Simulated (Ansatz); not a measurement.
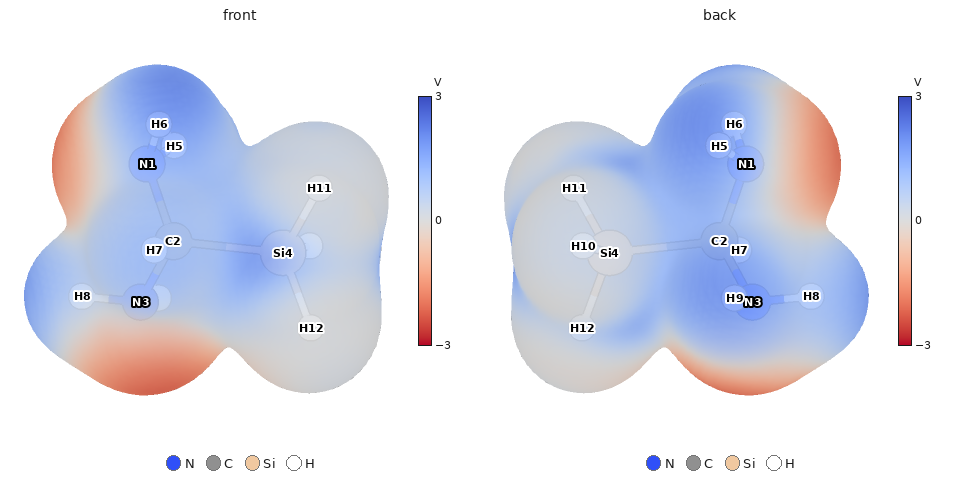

Figure 1: CH8N2Si. The electrostatic potential painted on the density surface at 0.004 e/bohr³, seen from the front and from behind; the colour scale runs from red (negative) to blue (positive).

Computed with Ansatz 0.2.0, RKS PBE0-D4/def2-SVP.

```xyz
12

N    -0.6683    1.2044    0.7286
C     0.2415    0.0772    0.5217
N    -0.2071   -1.1467    1.1360
Si    0.6271   -0.2770   -1.3165
H    -1.4835    1.1387    0.1182
H    -0.2166    2.0928    0.5182
H     1.1989    0.3584    0.9977
H    -0.4329   -0.9738    2.1165
H    -1.0686   -1.4738    0.7007
H    -0.6451   -0.7425   -1.9612
H     1.0416    0.9923   -1.9948
H     1.6900   -1.3053   -1.5308
```

Describe the electrostatic potential map.

The most negative region (about −2.1 V) lies over N3, the most positive (about +2.0 V) over H5 and H6. N3 is the likeliest acceptor of a hydrogen bond.
